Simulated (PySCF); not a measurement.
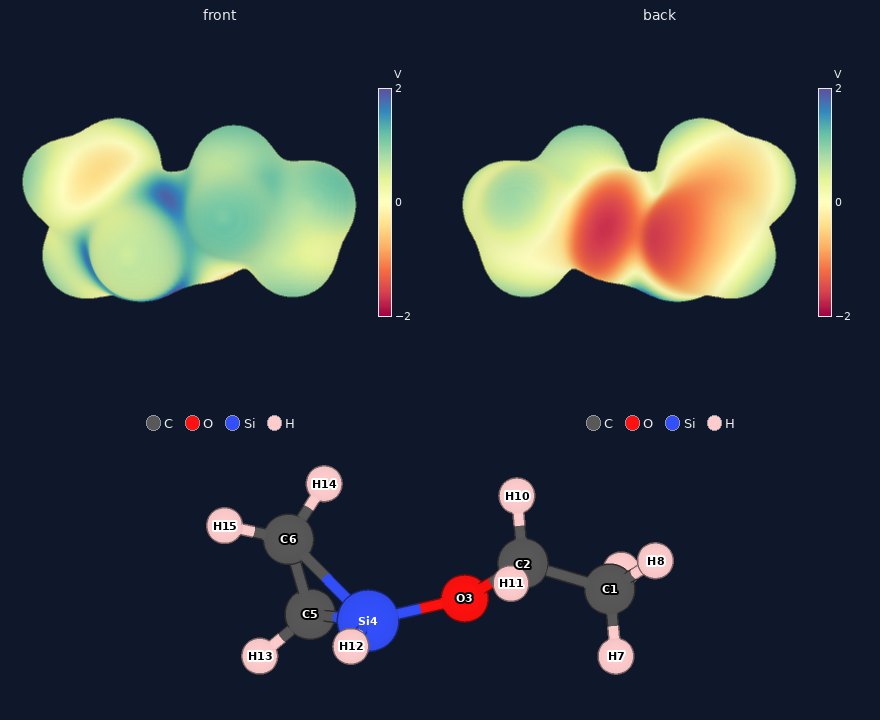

Figure. C4H9OSi (doublet). The molecular electrostatic potential painted on the density surface at 0.004 e/bohr³, seen from the front and from behind; the colour scale runs from red (negative) to blue (positive). The bare structure is drawn below in the same view.

Geometry: GFN2-xTB.

Theory: PySCF, UKS B3LYP, pcH-1 on C H O Si, non-relativistic, mean-field spin-orbit, GIAO.

The calculation's input:

```
{"job": {"kind": "epr", "basis": "pcH-1"}, "charge": 0, "multiplicity": 2}
C     -2.704663    -0.069422    -0.013948
C     -1.401132     0.336069    -0.684306
O     -0.327951    -0.293080    -0.041847
Si     1.152677    -0.676442    -0.554214
C      2.376214    -0.670677     0.792744
C      2.612238     0.566513     0.043375
H     -2.846804    -1.143985    -0.097605
H     -3.539899     0.439514    -0.487945
H     -2.674686     0.193572     1.040090
H     -1.262211     1.422670    -0.616168
H     -1.422863     0.063319    -1.746731
H      1.144035    -1.025707    -1.971396
H      3.198723    -1.376490     0.826379
H      2.112389     1.464820     0.382769
H      3.579520     0.777315    -0.398765
```

Launched as:

```sh
OMP_NUM_THREADS=1 python probes_run.py task.json out
```

**Which sites attract a positive test charge, and which a negative one?**

A positive charge is drawn to the negative regions and a negative charge to the positive ones. The most negative region (about −1.6 V, or −37 kcal/mol for a unit charge) lies over O3 and C5, the most positive (about +1.9 V, or +44 kcal/mol for a unit charge) over Si4.
